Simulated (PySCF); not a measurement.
NMR shielding calculation, with input and output: C$_{7}$H$_{6}$F (charge +1)

- system: C$_{7}$H$_{6}$F, charge +1
- method: GIAO PBE0/pcSseg-1 NMR shielding, non-relativistic, IEF-PCM chloroform (PySCF 2.14.0)

The geometry comes from this level: GFN2-xTB. Figures and captions count atoms from 1; the log counts them from 0 in places.

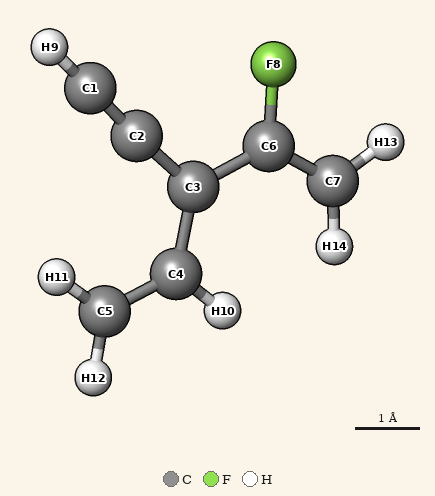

Figure 1. The structure (ball-and-stick view, seen at a tilt; atoms are numbered from 1 in the order of the input).

**Results in brief**

| quantity | value |
| --- | --- |
| outcome | converged |
| total energy | −369.377407 hartree |
| HOMO | −9.70 eV |
| LUMO | −5.94 eV |
| isotropic shielding, C | −1.8 to 94.9 ppm |
| isotropic shielding, F | 267.8 ppm |
| isotropic shielding, H | 22.8 to 23.5 ppm |
| hardware | 1 CPU thread, shared host |
| wall time | 34 s |
| peak memory | 0.87 GiB |

**The input**
```
{"job": {"kind": "nmr", "xc": "PBE0", "basis": "pcSseg-1", "solvent": "chloroform", "pop": false}, "charge": 1, "multiplicity": 1}
C      0.777115     2.608750     0.612595
C      0.419050     1.469832     0.409103
C     -0.070912     0.184862     0.192189
C      0.796029    -0.872205    -0.203227
C      2.124484    -0.697423    -0.374974
C     -1.486316     0.008208     0.392950
C     -2.198999    -1.128306     0.250562
F     -2.130685     1.112920     0.762684
H      1.102092     3.598187     0.786930
H      0.359858    -1.846760    -0.367464
H      2.601136     0.259125    -0.219615
H      2.758131    -1.517707    -0.673975
H     -3.262326    -1.109548     0.439267
H     -1.764950    -2.066479    -0.044400
```

The first line tells a small driver script what to run in PySCF; the rest is the geometry in Å.

Launched with:
```bash
OMP_NUM_THREADS=1 python <driver script> task.json out
```

**Log**
```
coarse grid: 12408 points
cycle   1  E = -369.2610580879  dE =  1.419e+00  |g| = 5.384e-01  |ddm| = 3.711e+00
cycle   2  E = -369.1684717401  dE =  9.259e-02  |g| = 8.695e-01  |ddm| = 1.254e+00
cycle   3  E = -369.3176312022  dE = -1.492e-01  |g| = 1.194e-01  |ddm| = 7.805e-01
cycle   4  E = -369.3197545782  dE = -2.123e-03  |g| = 8.048e-02  |ddm| = 1.331e-01
cycle   5  E = -369.3213269380  dE = -1.572e-03  |g| = 1.002e-02  |ddm| = 5.996e-02
cycle   6  E = -369.3213409894  dE = -1.405e-05  |g| = 5.994e-03  |ddm| = 1.281e-02
cycle   7  E = -369.3213505087  dE = -9.519e-06  |g| = 8.496e-04  |ddm| = 4.913e-03
final grid: 122296 points
cycle   8  E = -369.3773984388  dE = -4.314e-05  |g| = 5.900e-03  |ddm| = 7.576e-02
cycle   9  E = -369.3773978627  dE =  5.760e-07  |g| = 6.574e-03  |ddm| = 1.211e-02
cycle  10  E = -369.3774067962  dE = -8.933e-06  |g| = 1.568e-03  |ddm| = 6.296e-03
cycle  11  E = -369.3774073076  dE = -5.113e-07  |g| = 2.117e-04  |ddm| = 1.614e-03
cycle  12  E = -369.3774073156  dE = -8.008e-09  |g| = 1.437e-04  |ddm| = 3.251e-04
cycle  13  E = -369.3774073209  dE = -5.289e-09  |g| = 1.966e-05  |ddm| = 1.321e-04
cycle  14  E = -369.3774073209  dE = -2.171e-11  |g| = 1.706e-05  |ddm| = 2.705e-05
```

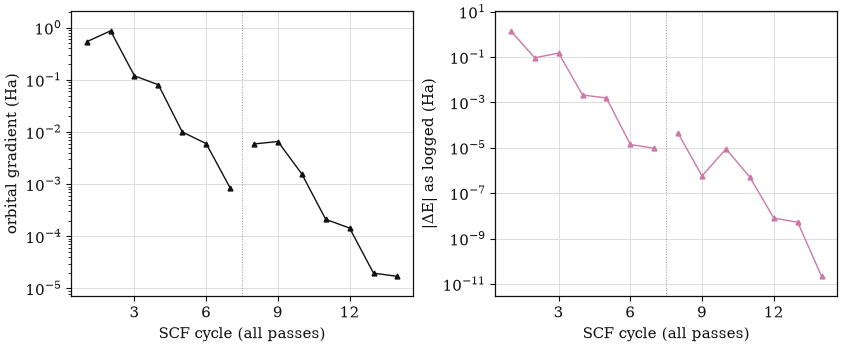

Figure 2. Convergence of the self-consistent field: orbital gradient and size of the energy change against the SCF cycle. The dotted line marks the change from a coarse to the final integration grid. The first 7 cycles use a coarse grid, the final grid takes over at cycle 8, and the field converges after 14 cycles in all.

```
converged SCF energy = -369.3774073209

GIAO shielding tensors (ppm)
atom      isotropic    diamagn.    paramagn.     s11        s22        s33       span
  0 C       10.067     256.226    -246.159    -13.564      9.704     34.061     47.625
  1 C       94.943     248.732    -153.789      4.241     19.722    260.866    256.625
  2 C        3.673     262.045    -258.372    -83.837    -39.067    133.923    217.760
  3 C       42.024     253.191    -211.167    -69.150     27.364    167.858    237.008
  4 C       -1.816     253.698    -255.515   -113.257    -61.811    169.619    282.875
  5 C       12.093     245.353    -233.260    -82.784     36.423     82.640    165.425
  6 C       31.179     258.955    -227.776    -74.819     -0.146    168.502    243.321
  7 F      267.785     472.699    -204.914    184.901    274.007    344.445    159.544
  8 H       23.541      32.334      -8.793     22.725     23.700     24.197      1.472
  9 H       23.264      31.729      -8.465     21.141     21.321     27.330      6.189
 10 H       22.843      28.960      -6.117     17.854     22.468     28.205     10.351
 11 H       23.171      26.600      -3.429     20.110     23.401     26.001      5.891
 12 H       23.481      26.049      -2.568     20.289     22.718     27.437      7.148
 13 H       23.506      30.716      -7.210     20.248     22.950     27.320      7.072
```

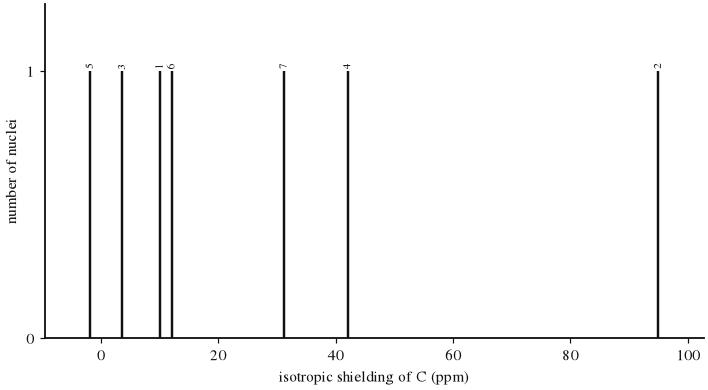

Figure 3. Isotropic shieldings of the carbon nuclei in this fixed geometry, labelled by atom number; shielding grows to the right, so chemical shift grows to the left. The least shielded is C5 (−1.8 ppm), the most shielded C2 (94.9 ppm).
